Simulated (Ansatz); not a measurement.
**Si₂H₃ClOF₂: phonon calculation**

The run: phonon calculation of Si₂H₃ClOF₂, SMILES F[Si](F)(Cl)O[SiH3]. Method and program: RKS PBE0-D4/def2-TZVP (Ansatz 0.2.0).

The geometry comes from this level: PBE0-D4/def2-TZVP. Figures and captions count atoms from 1; the log counts them from 0 in places.

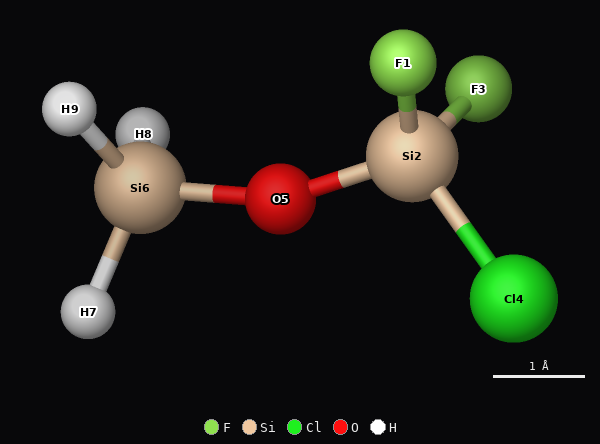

Figure 1. The input geometry (ball-and-stick view, seen at a tilt; atoms are numbered from 1 in the order of the input).

## The input
```yaml
crystal:
  periodic: [false, false, false]
  atoms:
    - {symbol: F, position_ang: [-2.046894, -1.352671, 0.128683]}
    - {symbol: Si, position_ang: [-0.915455, -0.877508, -0.857176]}
    - {symbol: F, position_ang: [-0.051962, -2.145258, -1.210917]}
    - {symbol: Cl, position_ang: [-1.768034, -0.179570, -2.539641]}
    - {symbol: O, position_ang: [-0.014567, 0.237135, -0.174854]}
    - {symbol: Si, position_ang: [1.002290, 0.917486, 0.924522]}
    - {symbol: H, position_ang: [1.264225, 2.309306, 0.493533]}
    - {symbol: H, position_ang: [2.264819, 0.141922, 0.961357]}
    - {symbol: H, position_ang: [0.354179, 0.902857, 2.257394]}
basis:
  gaussian: {orbitals: def2-TZVP}
hamiltonian: {xc: pbe0, dispersion: d4}
phonons: {temperatures: {t_min: 298.15, t_max: 900, t_step: 200}}
```

Machine: 4 CPU threads, shared host.

## What the program printed
```
Functional definition: PBE0
  name "PBE0"
  cite "Adamo & Barone, J. Chem. Phys. 110, 6158 (1999) doi:10.1063/1.478522"
  cite "Perdew, Burke & Ernzerhof, Phys. Rev. Lett. 77, 3865 (1996) doi:10.1103/PhysRevLett.77.3865"
  parent pbe
  parameter a = 0.25
  parameter kappa = 0.804
  parameter beta = 0.06672455060314922
  exchange = (1 - a)*pbe_x(kappa = kappa, mu = beta*pi^2/3) + a*exact_x
  correlation = pbe_c(beta = beta)
1399 factors; their error is unknown
mean field evaluation 1: about -35795.2625 eV, gradient 6.5e1 eV
mean field evaluation 2: about -35786.7896 eV, gradient 9.7e1 eV
mean field evaluation 4: about -35801.2621 eV, gradient 4.6e0 eV
mean field evaluation 8: about -35801.2887 eV, gradient 3.1e-2 eV
mean field evaluation 16: about -35801.4194 eV, gradient 1.5e-5 eV
mean field -35801.41937846 eV, -1315.6778950848 hartree, gradient 1.5e-5 eV, S^2 0.000000; 0 other end points of the search recorded, 0 dependent functions left out
the calculation of the forces begins
reference -35801.41941221 eV, -1315.6778963251 hartree; 37, 37 occupied and 185, 185 virtual orbitals, 1399 factors
these checks for a lower state are left out or cut short: stability, starts, cluster_reference, orbital_swaps, neighbouring_geometries, increment
1399 factors; their error is unknown
mean field -35801.41929348 eV, -1315.6778919617 hartree, gradient 2.2e-6 eV, S^2 0.000000; 0 other end points of the search recorded, 0 dependent functions left out
[... from here on the field's lines of each further geometry are left out, up to the last ...]
the calculation of the forces begins
reference -35801.41937030 eV, -1315.6778947850 hartree; 37, 37 occupied and 185, 185 virtual orbitals, 1399 factors
these checks for a lower state are left out or cut short: stability, starts, cluster_reference, orbital_swaps, neighbouring_geometries, increment
1399 factors; their error is unknown
mean field -35801.41932607 eV, -1315.6778931595 hartree, gradient 2.0e-6 eV, S^2 0.000000; 0 other end points of the search recorded, 0 dependent functions left out
the calculation of the forces begins
reference -35801.41935982 eV, -1315.6778943999 hartree; 37, 37 occupied and 185, 185 virtual orbitals, 1399 factors
WARN: phonons: modes at or below zero, which the zero-point energy, F, S and C_V leave out: 1, the lowest at -18.89 cm⁻¹. A minimum has none, and a first-order saddle one
Total energy: -35801.63354930 eV, -1315.6857657179 hartree
Atom 0 at    -2.046894    -1.352671     0.128683 Å, force    -0.000189     0.000040    -0.000241 eV/Å
Atom 1 at    -0.915455    -0.877508    -0.857176 Å, force     0.000418    -0.000394     0.000726 eV/Å
Atom 2 at    -0.051962    -2.145258    -1.210917 Å, force    -0.000135     0.000037    -0.000263 eV/Å
Atom 3 at    -1.768034    -0.179570    -2.539641 Å, force     0.000049     0.000044     0.000035 eV/Å
Atom 4 at    -0.014567     0.237135    -0.174854 Å, force    -0.000005     0.000469    -0.000037 eV/Å
Atom 5 at     1.002290     0.917486     0.924522 Å, force    -0.000126    -0.000228    -0.000167 eV/Å
Atom 6 at     1.264225     2.309306     0.493533 Å, force    -0.000032     0.000064    -0.000097 eV/Å
Atom 7 at     2.264819     0.141922     0.961357 Å, force     0.000034    -0.000031     0.000011 eV/Å
Atom 8 at     0.354179     0.902857     2.257394 Å, force    -0.000013    -0.000001     0.000032 eV/Å
Dipole moment:     0.212943     0.264067     0.159186 e Å
Vibrations: -18.89 19.60 33.50 200.28 218.97 311.86 340.08 347.01 529.76 680.48 727.38 730.62 911.35 954.89 954.96 976.53 985.02 1201.28 2247.22 2252.25 2260.53 cm⁻¹, zero-point energy 1.046649 eV
```

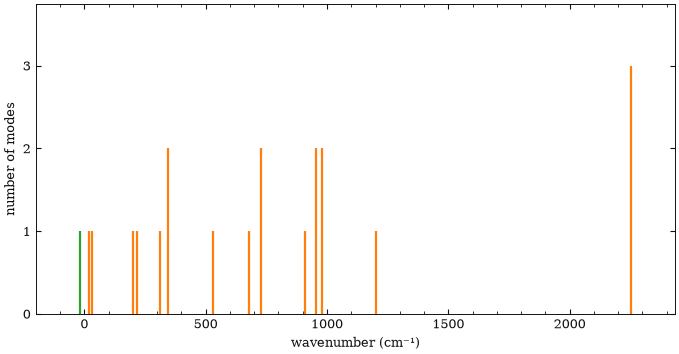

Figure 2. Harmonic vibrational wavenumbers from the force constants; neighbouring modes closer than 10 cm⁻¹ are counted in one stick, and imaginary ones are drawn at negative wavenumbers. 21 modes from 19i to 2261 cm⁻¹, 1 imaginary beyond 8i (19i cm⁻¹): not a clean minimum; so soft a mode can be a shallow saddle, an incomplete relaxation or noise of the force constants.

## Summary

```json
{"quantity": "outcome", "value": "converged"}
{"quantity": "total energy", "value": "−35801.6335 eV"}
{"quantity": "mean-field energy", "value": "−35801.4194 eV"}
{"quantity": "dispersion energy", "value": "−0.2141 eV"}
{"quantity": "largest force (length of the vector)", "value": "0.001 eV/Å"}
{"quantity": "dipole moment", "value": "1.80 D"}
{"quantity": "wall time", "value": "86 s (CPU time 5.3 min)"}
{"quantity": "peak memory", "value": "0.76 GiB"}
```
